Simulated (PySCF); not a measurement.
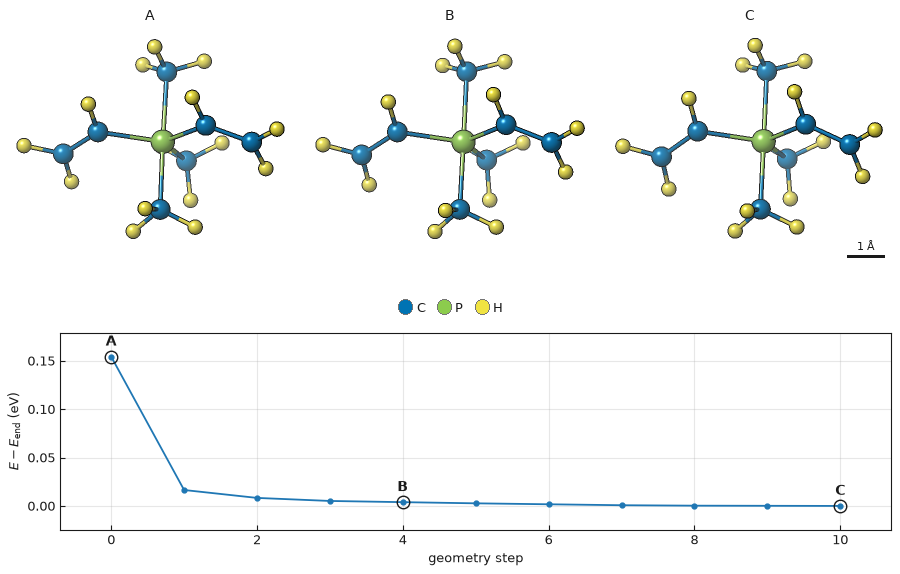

Frames of a relaxation of C₇H₁₅P, marked on the history of the run. The picture is a ball-and-stick view, seen at a tilt.

The start comes from GFN2-xTB. Its atoms were then displaced at random by about 0.01 Å.

Theory: PBE0-D3(BJ)/def2-SVP geometry optimisation, gas phase (PySCF 2.14.0, density-fitted response routines). 

> What happens along the run?

The largest moves after the best rigid fit, 0.33 Å, are those of H atoms. By element the largest moves are H 0.33 Å, C 0.15 Å, P 0.03 Å. Near-neighbour distances that change, for instance: C–H 1.064 → 1.102 Å, C–H 1.139 → 1.102 Å, C–P 1.808 → 1.836 Å, C–P 1.958 → 1.935 Å. Among the angles between lasting bonds that change: H–C–H 111.0° → 108.2°, C–P–C 176.6° → 179.4°, P–C–H 108.9° → 111.6°. The energy falls by 0.154 eV in 10 geometry steps. From step 0 to 4: H atoms move most (0.13 Å), energy −0.150 eV. From step 4 to 10: an H atom moves most (0.21 Å), energy −0.004 eV.

| step | E − E(0), eV |
| --- | --- |
| 0 | 0.0000 |
| 1 | -0.1378 |
| 2 | -0.1460 |
| 3 | -0.1491 |
| 4 | -0.1504 |
| 5 | -0.1516 |
| 6 | -0.1526 |
| 7 | -0.1536 |
| 8 | -0.1540 |
| 9 | -0.1542 |
| 10 | -0.1543 |
